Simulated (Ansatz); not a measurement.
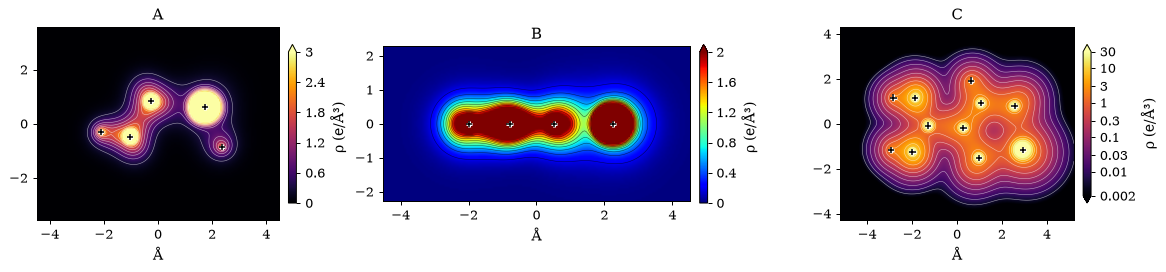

The electron density of 3 systems, each on a plane through atoms (crosses mark nuclei in the plane).

These are results of isolated molecule in a Gaussian basis; Kohn-Sham density functional theory, functional PBE0 in Ansatz, not measurements.

System 1: C₂GeN (SMILES [C-]#[N+][C]#[Ge-]) (charge −1), a plane that holds the molecular axis. Geometry: PBE0-D3(BJ)/def2-SVPD.

```xyz
4

C     0.0000    0.0000   -1.9805
C     0.0000    0.0000    0.5219
Ge    0.0000    0.0000    2.2492
N     0.0000    0.0000   -0.7907
```

System 2: C₂H₆Ga (SMILES C[CH2][GaH]) (doublet), the plane of atoms C1, C2 and H4. Geometry: PBE0-D3(BJ)/def2-SVP.

```xyz
9

C    -0.3023    0.2270   -0.2635
C     1.0827    0.4455   -0.8608
Ga   -0.5751    1.0918    1.5258
H     1.1846   -0.0374   -1.8484
H     0.6017    1.9981    2.1410
H     1.8776    0.0348   -0.2182
H    -0.5306   -0.8464   -0.1433
H     1.3070    1.5150   -0.9996
H    -1.0962    0.6201   -0.9234
```

System 3: C₄H₇BO₂Se (SMILES OB(O)C1=CC[Se]C1), the plane of atoms C3, Se8 and C4. Geometry: B3LYP/def2-SVP.

```xyz
15

C     0.6350   -0.2296    0.4984
C     0.0895   -1.0990    1.3685
C     0.7425   -2.4222    1.6380
C     1.9181   -0.6499   -0.1801
B    -0.0163    1.1619    0.1879
O    -1.1762    1.5017    0.8321
O     0.6166    1.9690   -0.7198
Se    2.3697   -2.4596    0.5057
H    -1.5419    2.3659    0.6107
H     0.1956    2.8192   -0.8939
H    -0.8406   -0.8587    1.8960
H     1.0178   -2.5345    2.7001
H     0.0812   -3.2658    1.3783
H     1.8089   -0.6892   -1.2754
H     2.7450    0.0430    0.0411
```

Question: Which map belongs to which system?

Answer: Panel A is system 2, C₂H₆Ga: the plane holds C, Ga and H. C–C (1.52 Å): ρ is about 1.6 e/Å³ halfway. Panel B is system 1, C₂GeN: the plane holds C, Ge and N. C–N (1.19 Å): the density is about 3.3 e/Å³ at the midpoint. Panel C is system 3, C₄H₇BO₂Se: the plane holds C, B, O, Se and H. C–C (1.35 Å): the density is about 2.2 e/Å³ at the midpoint.
